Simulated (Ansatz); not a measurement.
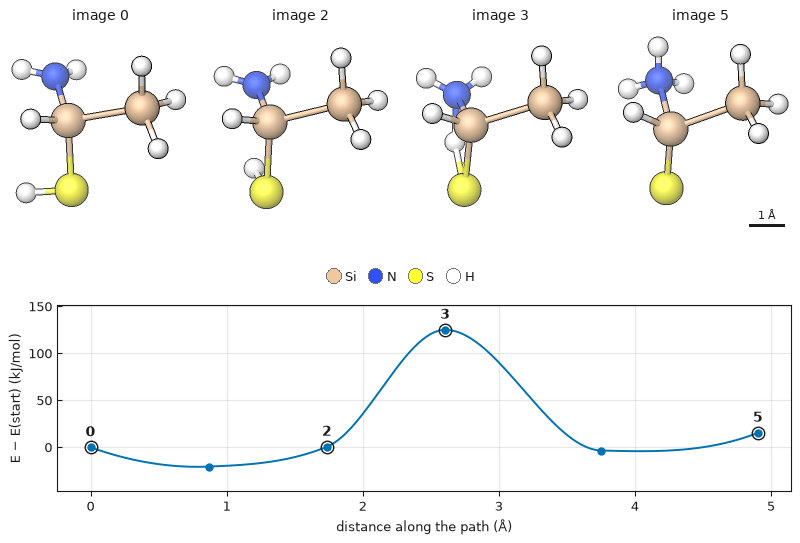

A nudged-elastic-band calculation for Si$_{2}$NH$_{7}$S. Images are numbered from 0 (start) to 5 (end). Style: ball-and-stick. Shown at a tilt.

All numbers below come from RHF/6-31G (Ansatz 0.2.0).

The input:
```yaml
crystal:
  periodic: [false, false, false]
  atoms:
    - {symbol: Si, position_ang: [-0.048188, 0.365737, -0.477161]}
    - {symbol: N, position_ang: [1.232956, 1.226028, 0.273467]}
    - {symbol: S, position_ang: [0.472232, -1.029032, -2.035725]}
    - {symbol: H, position_ang: [0.905423, -0.096002, -2.900977]}
    - {symbol: H, position_ang: [-0.927768, 1.410276, -1.063039]}
    - {symbol: Si, position_ang: [-1.128258, -0.951852, 1.127789]}
    - {symbol: H, position_ang: [1.594065, 2.063492, -0.155105]}
    - {symbol: H, position_ang: [1.959080, 0.729517, 0.765233]}
    - {symbol: H, position_ang: [-0.115575, -1.758698, 1.864105]}
    - {symbol: H, position_ang: [-2.106395, -1.876922, 0.497241]}
    - {symbol: H, position_ang: [-1.837571, -0.082544, 2.104170]}
basis:
  gaussian: {orbitals: 6-31G}
hamiltonian: {xc: hf}
neb:
  images: 4
  climbing: true
  max_iterations: 40
  initial_path: linear
  final_atoms:
    - {symbol: Si, position_ang: [-0.363749, 0.022674, -0.951536]}
    - {symbol: N, position_ang: [1.297198, 0.892484, -0.340464]}
    - {symbol: S, position_ang: [0.215209, -1.170592, -2.425264]}
    - {symbol: H, position_ang: [1.708266, 1.312306, -1.172143]}
    - {symbol: H, position_ang: [-1.084079, 1.315271, -1.189751]}
    - {symbol: Si, position_ang: [-1.109570, -0.877488, 1.087796]}
    - {symbol: H, position_ang: [1.210509, 1.596181, 0.389662]}
    - {symbol: H, position_ang: [1.934020, 0.159834, -0.035992]}
    - {symbol: H, position_ang: [-0.119587, -1.871031, 1.591007]}
    - {symbol: H, position_ang: [-2.421359, -1.549702, 0.903127]}
    - {symbol: H, position_ang: [-1.266858, 0.170063, 2.143559]}
```

Launched with:
```bash
ansatz run in.yaml --threads 4 --pin off --events-out ev --progress --plain --max-ram 9574MiB
```

What happens along the path, and what is the barrier?

Answer. Relative to the start the highest point is image 3 at +125.1 kJ/mol and the end lies at +15.4 kJ/mol, but the profile dips to −20.5 kJ/mol at image 1 on the way, so an end point isn't at the bottom of its valley along this path. A hydrogen atom shifts from one atom to another. Breaking: H–S (1.34 → 3.16 Å). Forming: H–N (3.45 → 1.02 Å). The band converged in 27 iterations. The largest component of the band force went from 18 to 0.035 eV/Å. The climbing image converged on the top of the path. Its curvatures weren't checked. The largest force component is 2.13 eV/Å at the start and 2.30 eV/Å at the end; an end with forces this large is no minimum, and the barrier measured from it can be far off.

Limits of the set-up: the basis has no polarisation functions, which atoms past neon need; Hartree-Fock leaves out electron correlation.
